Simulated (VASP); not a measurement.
Data:

```
EuS
1.0
    0.00000     2.93647     2.93647
    2.93647     0.00000     2.93647
    2.93647     2.93647     0.00000
Eu S
1 1
Cartesian
  0.00000   0.00000   0.00000
  2.93647   2.93647   2.93647
```

All values below come from PW91 GGA, VASP's PBE PAW potentials (set 64) (plane waves; VASP 6.6.1). Numerical set-up: 520 eV cut-off, 9×9×9 Γ-centred mesh, tetrahedra with Blöchl corrections, potentials Eu_2 S.

The 4f electrons are frozen in the core of the lanthanide potential, so 4f levels, which can set the real gap, and their magnetism are missing.

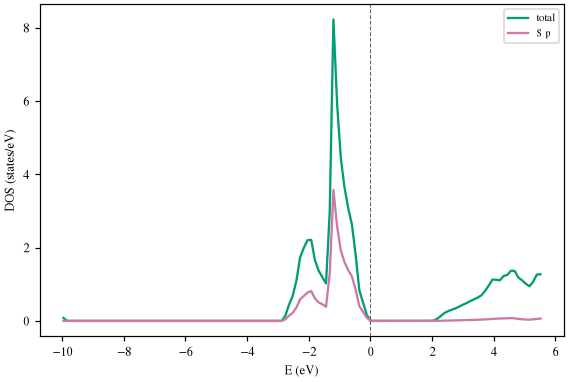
Total and projected density of states, zero at the valence-band maximum

Within 2 eV below the valence-band maximum the largest weight inside VASP's projection spheres is S p, then Eu p.

It has a band gap.

The compound is EuS in the rock salt structure. It was relaxed first.
